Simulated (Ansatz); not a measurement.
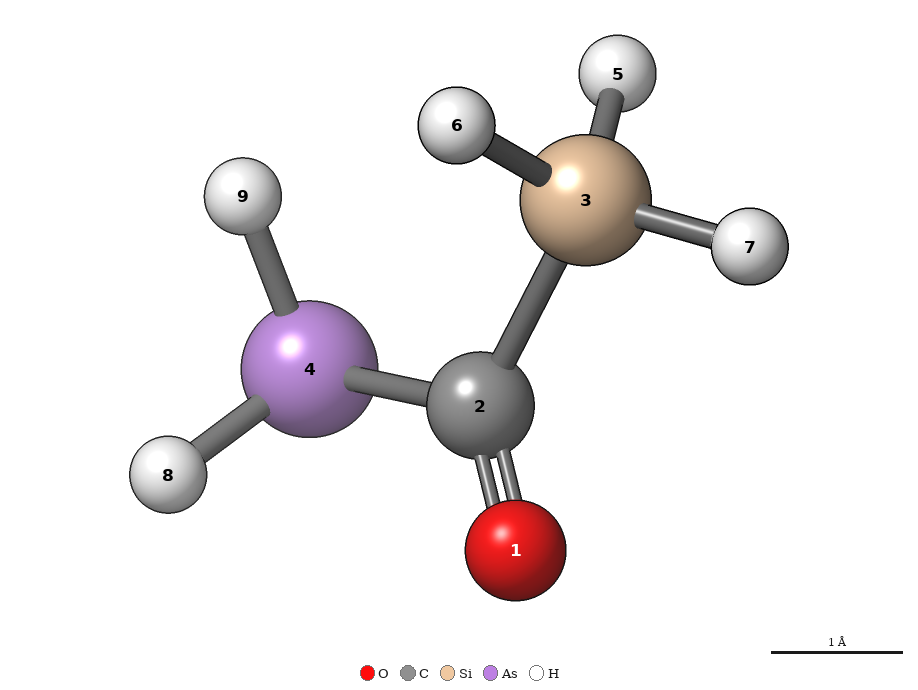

Atoms carry their numbers in the input. The geometry was computed by an optimisation with PBE0-D4/def2-TZVP. No frequency run is at hand to confirm it as a minimum.

Give the bond lengths.

```csv
bond,length (Å),order
O1–C2,1.199,double
C2–Si3,1.932,single
C2–As4,2.028,single
Si3–H5,1.486,single
Si3–H6,1.485,single
Si3–H7,1.482,single
As4–H8,1.518,single
As4–H9,1.523,single
```
